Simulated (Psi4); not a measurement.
# CH6BN (SMILES CBN): HSE06/cc-pVDZ

Aim: the vertical singlet–triplet gap of CH6BN at HSE06/cc-pVDZ, from 2 runs. 

Program for the calculation: Psi4 1.11.

2 further runs of the same task are left out: 2 set aside as unsound or not needed.

## (1) The system as given

CH6BN: 9 atoms, total charge 0, spin state singlet. As SMILES, `CBN`. The coordinates come from a PBE0-D4/def2-TZVP relaxation.

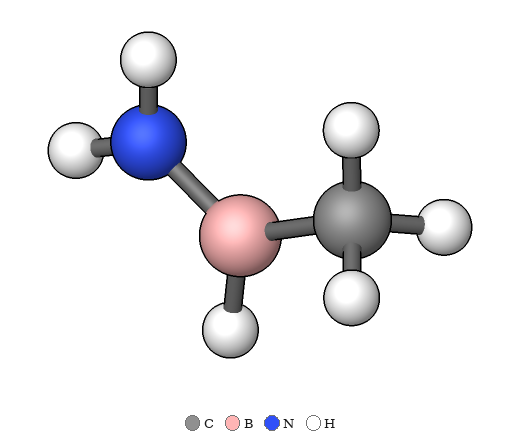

Viewed from a chosen angle; carbon grey, boron pink, nitrogen blue, hydrogen white.

## (2) Energy and gradient at HSE06/cc-pVDZ

Contents of ch6bn.dat:

```
memory 2200 mb

molecule geom {
  0 1
  C     -0.665300     0.757700    -0.590300
  B      0.459400    -0.282900    -0.256200
  N      0.592800    -0.842800     1.010700
  H     -1.291900     0.390800    -1.410600
  H     -0.224600     1.692200    -0.954300
  H     -1.319900     0.998900     0.252300
  H      1.248800    -0.632800    -1.092800
  H      1.306200    -1.511000     1.244900
  H     -0.016800    -0.616400     1.779200
  symmetry c1
}

set basis cc-pVDZ
set puream true
set e_convergence 1e-09
set d_convergence 1e-08
set scf_type pk
set dft_radial_points 99
set dft_spherical_points 590

e, wfn = gradient('hse06', return_wfn=True)
oeprop(wfn, 'MAYER_INDICES', 'WIBERG_LOWDIN_INDICES', 'DIPOLE', title='HSE06')
print_variables()
```

Started as:

```console
$ psi4 -i ch6bn.dat -o ch6bn.out -n 1
```

ch6bn.out:

```text
[...]
  Running in c1 symmetry.
[...]
  Nuclear repulsion =   67.986732290150556
[...]
  Multiplicity = 1
[...]
  Nalpha       = 12
  Nbeta        = 12
[...]
    Number of basis functions: 72
[...]
   @RKS iter   1:  -120.84761260346296   -2.65273e-01   1.20588e-02 ADIIS/DIIS
[...]
   @RKS iter  11:  -121.22677869978862   -1.69109e-12   1.47518e-09 DIIS
[...]
    Orbital Energies [Eh]
    ---------------------
    Doubly Occupied:
       1A    -14.370341     2A    -10.178404     3A     -6.746674
       4A     -0.869678     5A     -0.685142     6A     -0.508318
       7A     -0.499347     8A     -0.397378     9A     -0.379519
      10A     -0.344879    11A     -0.296788    12A     -0.282904
[...]
  @RKS Final Energy:  -121.22677869978862
   => Energetics <=
    Nuclear Repulsion Energy =             67.9867322901505560
    One-Electron Energy =                -296.8788247811475003
    Two-Electron Energy =                 122.1097034264641081
    DFT Exchange-Correlation Energy =     -14.4443896352557779
    Empirical Dispersion Energy =           0.0000000000000000
    VV10 Nonlocal Energy =                  0.0000000000000000
    Total Energy =                       -121.2267786997886247
[...]
  -Total Gradient:
     Atom            X                  Y                   Z
    ------   -----------------  -----------------  -----------------
       1       -0.002398274615     0.002443097205    -0.001287696672
       2        0.001893141036    -0.000800685765    -0.002146028747
       3        0.000092198041    -0.001257068835     0.003310628659
       4        0.003154782404     0.001890189347     0.004260328062
       5       -0.002313235351    -0.004763473342     0.001919116038
       6        0.003448257896    -0.001302073932    -0.004335860185
       7       -0.003384806344     0.001520135647     0.003533973604
       8       -0.003631508384     0.003446345553    -0.001293856968
       9        0.003136557629    -0.001175851125    -0.003955700424
[...]
 Multipole Moments:
 ------------------------------------------------------------------------------------
     Multipole            Electronic (a.u.)      Nuclear  (a.u.)        Total (a.u.)
 ------------------------------------------------------------------------------------
 L = 1.  Multiply by 2.5417464519 to convert [e a0] to [Debye]
 Dipole X            :          1.2413698           -1.2695409           -0.0281711
 Dipole Y            :         -1.3779079            1.1700690           -0.2078389
 Dipole Z            :          1.0174670           -0.3693862            0.6480807
 Magnitude           :                                                    0.6811749
[...]
```

Wall time 2.3 min (1 thread of Intel Xeon at 2.50GHz (Skylake/Cascade Lake), shared host); peak memory 1.3 GiB.

## (3) The triplet, same level

Contents of input.json:

```json
{
  "schema_name": "qcschema_input",
  "schema_version": 1,
  "molecule": {
    "schema_name": "qcschema_molecule",
    "schema_version": 2,
    "symbols": ["C", "B", "N", "H", "H", "H", "H", "H", "H"],
    "geometry": [-1.25723479, 1.43184548, -1.11550533, 0.86814018, -0.53460352, -0.48414783, 1.12022965, -1.59266118, 1.90994619, -2.44133718, 0.73850497, -2.66564767, -0.42443249, 3.19779455, -1.80336564, -2.49424951, 1.88764743, 0.4767779, 2.35988998, -1.19581869, -2.06509271, 2.46836026, -2.85537617, 2.35252005, -0.0317474, -1.16482718, 3.36220072],
    "molecular_charge": 0,
    "molecular_multiplicity": 3,
    "fix_symmetry": "c1"
  },
  "driver": "gradient",
  "model": {
    "method": "hse06",
    "basis": "cc-pVDZ"
  },
  "keywords": {
    "reference": "uks",
    "puream": true,
    "e_convergence": 1e-09,
    "d_convergence": 1e-08,
    "scf_type": "pk",
    "dft_radial_points": 99,
    "dft_spherical_points": 590,
    "maxiter": 100,
    "scf_properties": ["DIPOLE", "QUADRUPOLE", "LOWDIN_CHARGES"]
  }
}
```

Started as:

```console
$ psi4 --qcschema input.json -n 1 --memory 2200MB
```

stdout:

```text
[...]
  Running in c1 symmetry.
[...]
  Nuclear repulsion =   67.986732381100936
[...]
  Multiplicity = 3
[...]
  Nalpha       = 13
  Nbeta        = 11
[...]
    Number of basis functions: 72
[...]
   @UKS iter   1:  -120.63191085915672   -4.95716e-02   1.07534e-02 DIIS/ADIIS
[...]
   @UKS iter  18:  -120.98556663155611   -2.01794e-12   4.42631e-09 DIIS
[...]
   @S^2 Observed:                2.007840824E+00
[...]
  @UKS Final Energy:  -120.98556663155611
   => Energetics <=
    Nuclear Repulsion Energy =             67.9867323811009356
    One-Electron Energy =                -296.0969899177600837
    Two-Electron Energy =                 121.5606914611947786
    DFT Exchange-Correlation Energy =     -14.4360005560917344
    Empirical Dispersion Energy =           0.0000000000000000
    VV10 Nonlocal Energy =                  0.0000000000000000
    Total Energy =                       -120.9855666315561109
[...]
 Multipole Moments:
 ------------------------------------------------------------------------------------
     Multipole            Electronic (a.u.)      Nuclear  (a.u.)        Total (a.u.)
 ------------------------------------------------------------------------------------
 L = 1.  Multiply by 2.5417464519 to convert [e a0] to [Debye]
 Dipole X            :          1.3990172           -1.2695409            0.1294762
 Dipole Y            :         -1.9884421            1.1700690           -0.8183731
 Dipole Z            :          2.3682936           -0.3693862            1.9989073
 Magnitude           :                                                    2.1638228
 L = 2.  Multiply by 1.3450342976 to convert [e a0^2] to [Debye ang]
 Quadrupole XX       :        -61.6077466           45.4361402          -16.1716064
 Quadrupole XY       :         41.1108435          -42.5890750           -1.4782315
[...]
  -Total Gradient:
     Atom            X                  Y                   Z
    ------   -----------------  -----------------  -----------------
       1       -0.006092106796     0.007275958875    -0.005497311512
       2        0.005918402425    -0.055384026292     0.141642615672
       3       -0.010494199307     0.051437262525    -0.120209777828
       4        0.008782748070    -0.000744508460     0.006024205518
       5        0.000752803799    -0.010151387895     0.002665287728
       6        0.006707142085    -0.003624411768    -0.005231444558
       7       -0.004374300292     0.003994104606    -0.001779700107
       8       -0.009684737331     0.009850473117    -0.004677874804
       9        0.008481394309    -0.002655212068    -0.012923781725
[...]
```

It took 3.7 min on 1 thread of Intel Xeon at 2.50GHz (Skylake/Cascade Lake), shared host; peak memory 1.3 GiB.

## (4) What came out

Level: HSE06/cc-pVDZ.

```
                                        quantity          value
                           singlet: total energy  -121.22678 Eh
                          singlet: dipole moment         1.73 D
                            singlet: HOMO energy       -7.70 eV
                            singlet: LUMO energy        0.78 eV
                          singlet: HOMO–LUMO gap        8.48 eV
               singlet: largest force on an atom     0.293 eV/Å
                           triplet: total energy  -120.98557 Eh
                          triplet: dipole moment         5.50 D
     triplet: HOMO energy (highest over α and β)       -1.36 eV
                                   triplet: ⟨S²⟩          2.008
               triplet: largest force on an atom     7.826 eV/Å
vertical energy of the triplet above the singlet       6.564 eV
```

At this shape the triplet lies 6.56 eV (151 kcal/mol) above the singlet. The largest force (singlet) is 0.29 eV/Å: the shape isn't a stationary point for this species at this level.
